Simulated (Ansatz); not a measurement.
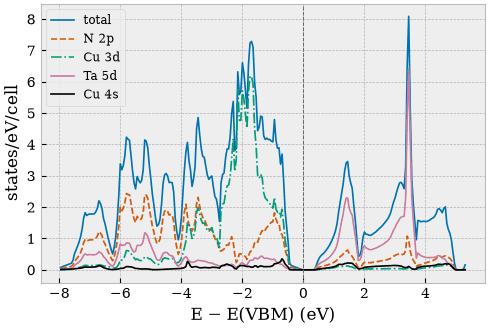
*Total and projected density of states of TaCuN$_{2}$ in space group R-3m (No. 166; Ta on 3b, Cu on 3a, N on 6c), the program Ansatz at the LDA level (PAW)*

### Question
Which orbitals carry the states next to the gap?

### Answer
Top 1 eV of the valence band: Cu 3d 49 %, N 2p 37 %, Cu 4s 6 %, Ta 5d 6 %. Bottom 1 eV of the conduction band: Ta 5d 57 %, N 2p 21 %, Cu 4s 8 %, Cu 3d 5 %. Projections are on Löwdin-orthogonalised atomic valence shells; empty p or d shells of many metals are not among them.

### Question
Where is the tallest occupied peak in this window, and what makes it?

### Answer
Near -1.7 eV, about 7.3 states/eV per cell; the largest projected share is Cu 3d.

The first step of the workflow began from a Materials Project structure, measured or hypothetical; the Crystallography Open Database files this formula in space group No. 166, but the cells were not matched. Its standing as an ambient phase is unchecked. The cell was relaxed with LDA under the symmetry of its start; whether a distortion lowers the energy is not shown. No spin polarisation was allowed. Spin–orbit coupling is left out wherever it is not named.

Potentials: the later of the program's two PAW sets.
